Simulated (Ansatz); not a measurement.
**GeNH4Cl (SMILES [NH2][GeH2][Cl]) at CCSD/cc-pVDZ**

What is the electronic atomisation energy of GeNH4Cl at CCSD/cc-pVDZ? 

The results are computed with Ansatz 0.2.0.

68 further runs of the same task are left out: 68 set aside as unsound or not needed.

## Step 1: The structure to begin with

GeNH4Cl has 7 atoms, charge 0, and is taken as a singlet. SMILES: `[NH2][GeH2][Cl]`. The coordinates come from a PBE0-D4/def2-TZVP relaxation. This is one conformer, not always the lowest.

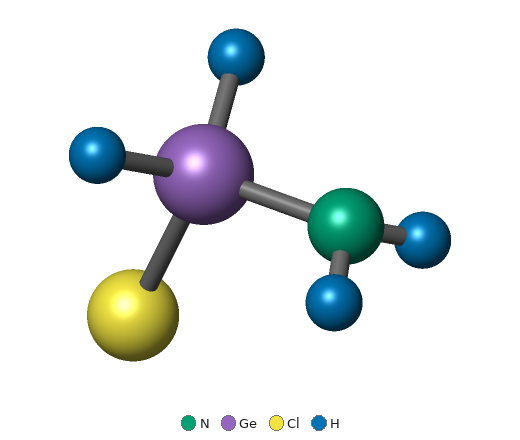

The structure, seen from a chosen angle (nitrogen teal, germanium purple, chlorine yellow, hydrogen blue).

## Step 2: The energy at CCSD/cc-pVDZ

Contents of molecule.yaml:

```yaml
crystal:
  periodic: [false, false, false]
  atoms:
    - {symbol: N, position_ang: [-0.792900, 0.515500, -0.722700]}
    - {symbol: Ge, position_ang: [0.579900, 0.003300, 0.353200]}
    - {symbol: Cl, position_ang: [0.394500, -2.054600, 1.034500]}
    - {symbol: H, position_ang: [-1.700900, 0.526800, -0.279600]}
    - {symbol: H, position_ang: [-0.858900, 0.014700, -1.597700]}
    - {symbol: H, position_ang: [0.559300, 0.864900, 1.617200]}
    - {symbol: H, position_ang: [1.880200, 0.061300, -0.450600]}
basis:
  gaussian: {orbitals: cc-pVDZ}
correlation: {method: ccsd, frozen_orbitals: {Cl: 5, Ge: 9, H: 0, "N": 1}}
accuracy: high
scf: {omitted_lower_state_checks: [cluster_reference, increment]}
```

Launch:

```bash
$ ansatz run molecule.yaml --threads 1 --pin off --max-ram 3480MiB --events-out events.jsonl --progress --plain --runs-dir runs
```

Log, cut to the lines that bear on the results:

```text
Warning: RAYON_NUM_THREADS=1 ignored (pool sized by the plan → 1); use --threads N
Functional definition: HF
  name "HF"
[...]
1818 factors; integrals over basis functions are off by at most 4.5e-9 eV
[...]
mean field -70523.06802244 eV, -2591.6749475722 hartree, gradient 2.7e-8 eV, S^2 0.000000; 0 other end points of the search recorded, 0 dependent functions left out
15 core orbitals not correlated: weight in the atoms' cores, before any rotation towards them, 1.000 or more for the frozen orbitals, at most 0.000 for the correlated occupied ones
reference -70523.06802244 eV, -2591.6749475722 hartree; 15, 15 occupied and 49, 49 virtual orbitals, 1818 factors
second order -11.56641435 eV of doubles, -0.00000000 eV of singles
cycle   1  -12.22268613 eV  change   -6.6e-1 eV  update   7.4e-2
[...]
cycle  20  -12.58252956 eV  change    1.3e-9 eV  update   2.5e-9
Total energy: -70535.65055200 eV, -2592.1373470047 hartree
Checks for a lower state left out: cluster_reference, increment
```

It took 12 s on 1 thread of Arm Neoverse V1, shared host; peak memory 0.36 GiB.

## Step 3: The Cl atom

Contents of input.yaml:

```yaml
crystal:
  periodic: [false, false, false]
  atoms:
    - {symbol: Cl, position_ang: [0.000000, 0.000000, 0.000000]}
basis:
  gaussian: {orbitals: cc-pVDZ}
total_charge: 0
magnetization: {spin_polarized: true, initial_magnetization: 1}
correlation: {method: ccsd, frozen_orbitals: {Cl: 5}}
accuracy: high
scf: {omitted_lower_state_checks: [cluster_reference, increment]}
```

Run the same way, it converges to -459.59774 Eh (log not shown).

## Step 4: The Ge atom

Contents of run.yaml:

```yaml
basis:
  gaussian: {orbitals: cc-pVDZ}
crystal:
  periodic: [false, false, false]
  atoms:
    - {symbol: Ge, position_ang: [0.000000, 0.000000, 0.000000]}
magnetization: {spin_polarized: true, initial_magnetization: 2}
correlation: {method: ccsd, frozen_orbitals: {Ge: 9}}
accuracy: high
scf: {omitted_lower_state_checks: [cluster_reference, increment]}
```

Run the same way, it converges to -2075.36290 Eh (log not shown).

## Step 5: The H atom: the energy at UHF/cc-pVDZ

Contents of run.yaml:

```yaml
crystal:
  periodic: [false, false, false]
  atoms:
    - {symbol: H, position_ang: [0.000000, 0.000000, 0.000000]}
basis:
  gaussian:
    orbitals: cc-pVDZ
magnetization:
  spin_polarized: true
  initial_magnetization: 1
hamiltonian:
  xc: hf
accuracy: high
```

Run the same way, it converges to -0.49928 Eh (log not shown).

## Step 6: The N atom

Contents of in.yaml:

```yaml
crystal:
  periodic: [false, false, false]
  atoms:
    - {symbol: "N", position_ang: [0.000000, 0.000000, 0.000000]}
basis:
  gaussian:
    orbitals: cc-pVDZ
magnetization:
  spin_polarized: true
  initial_magnetization: 3
correlation:
  method: ccsd
  frozen_orbitals: {"N": 1}
accuracy: high
scf:
  omitted_lower_state_checks: [cluster_reference, increment]
```

Launch:

```bash
$ ansatz run in.yaml --threads 1 --pin off --max-ram 3480MiB --events-out events.jsonl --progress --plain --runs-dir runs
```

Log, cut to the lines that bear on the results:

```text
Warning: RAYON_NUM_THREADS=1 ignored (pool sized by the plan → 1); use --threads N
[... 2 set-up lines as earlier in the session ...]
[...]
96 factors; integrals over basis functions are off by at most 1.2e-9 eV
[...]
mean field -1480.05762670 eV, -54.3911145622 hartree, gradient 1.7e-8 eV, S^2 3.754031; 0 other end points of the search recorded, 0 dependent functions left out
1 core orbitals not correlated: weight in the atoms' cores, before any rotation towards them, 1.000 or more for the frozen orbitals, at most 0.000 for the correlated occupied ones
reference -1480.05762670 eV, -54.3911145622 hartree; 4, 1 occupied and 9, 12 virtual orbitals, 96 factors
second order -1.92494770 eV of doubles, -0.00000000 eV of singles
cycle   1  -2.26868124 eV  change   -3.4e-1 eV  update   2.8e-2
[...]
cycle  13  -2.36085539 eV  change   1.0e-10 eV  update  2.0e-10
Total energy: -1482.41848209 eV, -54.4778743974 hartree
Checks for a lower state left out: cluster_reference, increment
```

Run time: 0.16 s. Hardware: 1 thread of Arm Neoverse V1, shared host.

## Step 7: Results

Level: CCSD/cc-pVDZ, 15 core orbitals frozen.

```
                                              quantity           value
                                molecule: total energy  -2592.13735 Eh
molecule: correlation energy (15 core orbitals frozen)      -462.4 mEh
                               molecule: T1 diagnostic           0.009
                                 Cl atom: total energy   -459.59774 Eh
  Cl atom: correlation energy (5 core orbitals frozen)      -126.6 mEh
            Cl atom: ⟨S²⟩ of the reference determinant           0.756
                                Cl atom: T1 diagnostic           0.005
                                 Ge atom: total energy  -2075.36290 Eh
  Ge atom: correlation energy (9 core orbitals frozen)       -71.2 mEh
            Ge atom: ⟨S²⟩ of the reference determinant           2.009
                                Ge atom: T1 diagnostic           0.005
                                  H atom: total energy     -0.49928 Eh
                                          H atom: ⟨S²⟩           0.750
                                  N atom: total energy    -54.47787 Eh
    N atom: correlation energy (1 core orbital frozen)       -86.8 mEh
             N atom: ⟨S²⟩ of the reference determinant           3.754
                                 N atom: T1 diagnostic           0.004
                         electronic atomisation energy       19.095 eV
```

**Reading.** Taking the molecule apart into free atoms costs 19.09 eV (1842 kJ/mol), before zero-point energy and without spin-orbit coupling.
